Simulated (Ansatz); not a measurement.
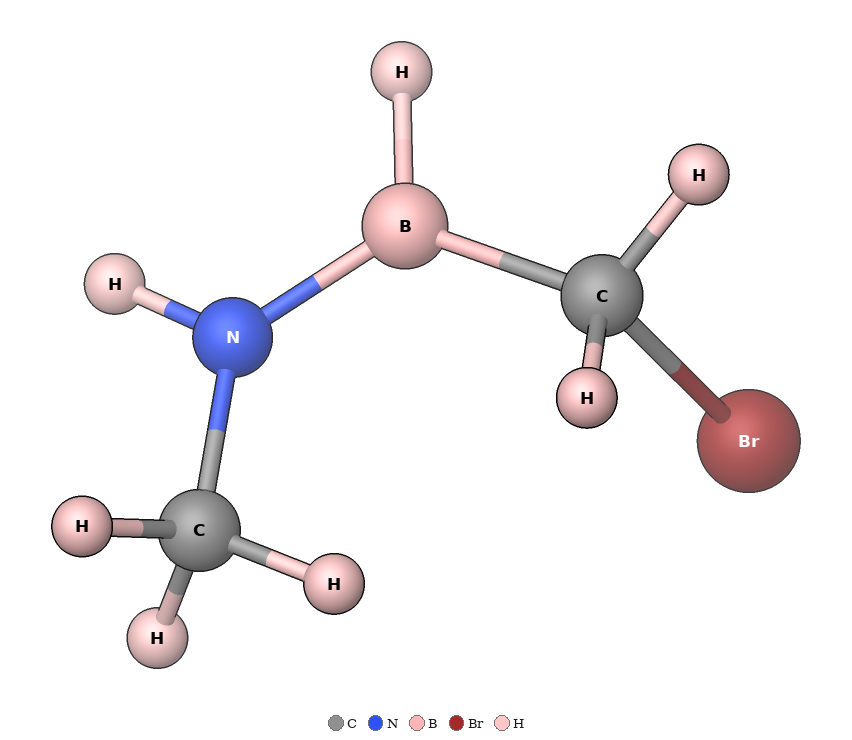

Orthographic view. Distant atoms are faded towards the background colour. Computed geometry: PBE0-D4/def2-TZVP optimisation. No frequency run is at hand to confirm it as a minimum.

Give the standard InChI.

Answer. InChI=1S/C2H7BBrN/c1-5-3-2-4/h3,5H,2H2,1H3
